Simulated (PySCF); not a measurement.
Consider C3H10OSi2.

```yaml
atoms:
  - { symbol: C, position_ang: [1.8933, 1.2695, -0.3871] }
  - { symbol: C, position_ang: [1.7989, -0.0024, -0.0332] }
  - { symbol: Si, position_ang: [0.2079, -1.0154, -0.0618] }
  - { symbol: C, position_ang: [-0.2589, -1.5453, 1.7010] }
  - { symbol: O, position_ang: [-1.0105, -0.1310, -0.6737] }
  - { symbol: Si, position_ang: [-1.9233, 1.1134, -1.1519] }
  - { symbol: H, position_ang: [2.8216, 1.8207, -0.3560] }
  - { symbol: H, position_ang: [1.0288, 1.8181, -0.7278] }
  - { symbol: H, position_ang: [2.6960, -0.5101, 0.3016] }
  - { symbol: H, position_ang: [0.3198, -2.1546, -0.9798] }
  - { symbol: H, position_ang: [-0.3709, -0.6867, 2.3580] }
  - { symbol: H, position_ang: [-1.1979, -2.0907, 1.7090] }
  - { symbol: H, position_ang: [0.5014, -2.1912, 2.1289] }
  - { symbol: H, position_ang: [-3.2629, 0.5571, -1.3259] }
  - { symbol: H, position_ang: [-1.3613, 1.6193, -2.4051] }
  - { symbol: H, position_ang: [-1.8896, 2.1384, -0.1076] }
```

Geometry: GFN2-xTB.

Computed with CAM-B3LYP/def2-SVPD, SCF density, gas phase in PySCF.

Question: Predict the electron density and electron localisation function between the atoms.

Answer: C–C (1.32 Å): ρ at the midpoint is about 2.3 e/Å³; the ELF peaks at about 0.95 between the atoms: a short, multiple covalent bond.
Si–O (1.62 Å): the density is about 1.1 e/Å³ at the midpoint; the ELF peaks at about 0.85 between the atoms, as expected for a polar covalent bond.
C–Si (1.89 Å): ρ is about 0.97 e/Å³ halfway; the ELF peaks at about 1 between the atoms, as expected for a covalent bond.
C–H (1.08 Å): ρ is about 2 e/Å³ halfway; the ELF climbs to about 1 towards the hydrogen, as it does in any bond to H (an ordinary covalent bond to hydrogen).

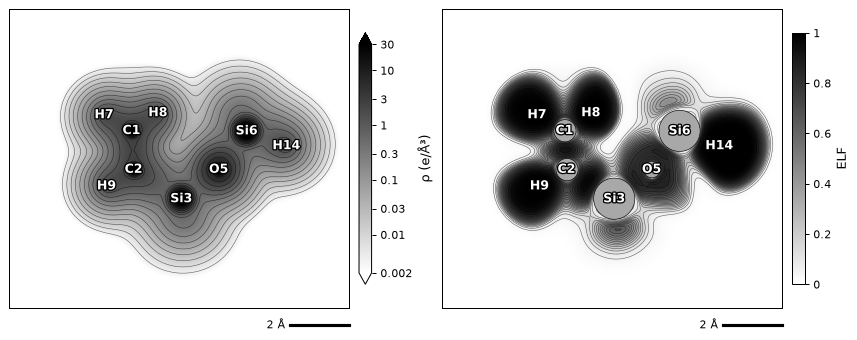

Computed electron density and electron localisation function on the plane of atoms O5, Si6 and H14, in this order. Grey discs cover the atomic cores in the ELF map. 
